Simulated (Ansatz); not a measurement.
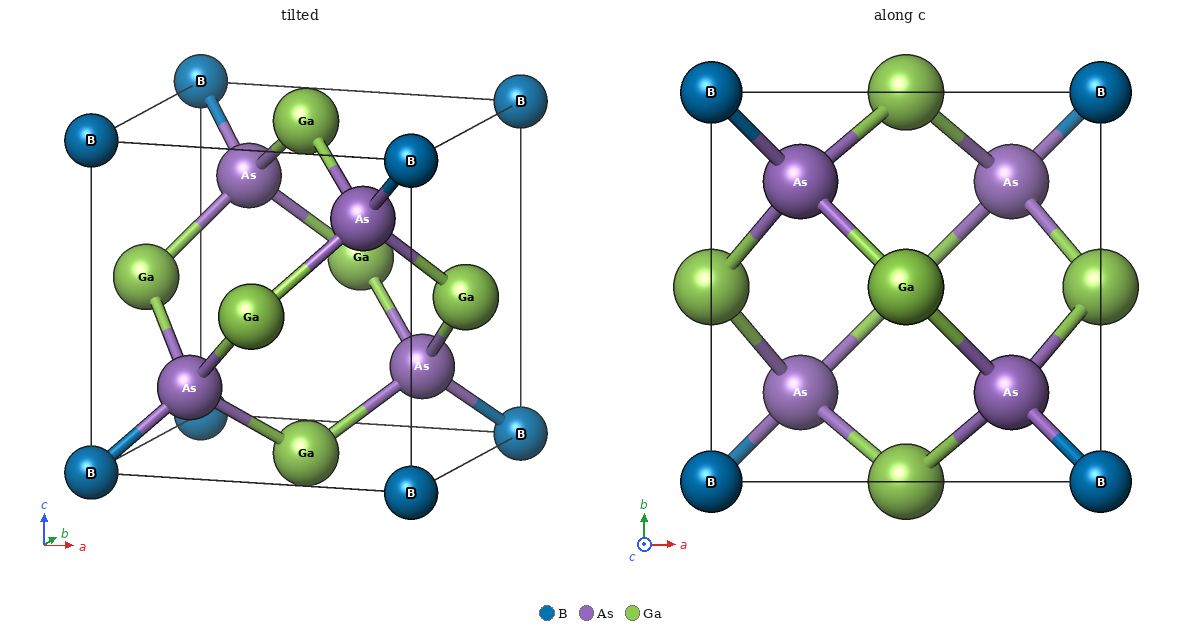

The image is a ball-and-stick drawing of a crystal, viewed slightly off an axis and along the c axis. Thin lines show the conventional unit cell, with boundary atoms drawn in all their periodic places.

Ga3BAs4, space group P-43m (No. 215), a = 5.450 Å, b = 5.450 Å, c = 5.450 Å, α = 90.00°, β = 90.00°, γ = 90.00°. Starting structure: a structure type filled with these elements by a generator (whether the compound takes this form wasn't checked). Earlier steps of the study, as a rule a relaxation of our own, may have changed the cell and positions, so they can lie some per cent off the listed ones. Ansatz was used for an electronic-structure calculation on it.

This one geometry was computed with Ansatz (DFT, plane waves, PAW) at five levels of theory: HSE06, PBE with spin-orbit coupling, PBE0, r2SCAN and PBE. It was relaxed beforehand with r2SCAN.

> Which level gives the highest pressure at this volume, and what does that say about its equilibrium volume?

Highest: PBE with spin-orbit coupling (2.7 GPa) and PBE (2.7 GPa), which points to the largest equilibrium volume. Lowest, with the smallest volume: HSE06 (0.3 GPa), PBE0 (0.1 GPa) and r2SCAN (0.0 GPa). Levels within 0.5 GPa of each other can't be told apart.

> How does the band gap change with the level of theory?

PBE with spin-orbit coupling: a gap of 0.48 eV, indirect; PBE: a gap of 0.59 eV, indirect; r2SCAN: a gap of 0.80 eV, indirect; HSE06: a gap of 1.20 eV, indirect; PBE0: a gap of 1.82 eV, indirect.

> Collect the results in a table.

| level | cutoff (eV) | k-mesh of the run's cell | gap (eV) | pressure (GPa) |
| --- | --- | --- | --- | --- |
| HSE06 | 420 | 4×4×4 | 1.20 | 0.3 |
| PBE with spin-orbit coupling | 420 | 6×6×6 | 0.48 | 2.7 |
| PBE0 | 420 | 4×4×4 | 1.82 | 0.1 |
| r2SCAN | 500 | 6×6×6 | 0.80 | 0.0 |
| PBE | 420 | 6×6×6 | 0.59 | 2.7 |

Gaps are taken on the k-mesh or band path of each run.
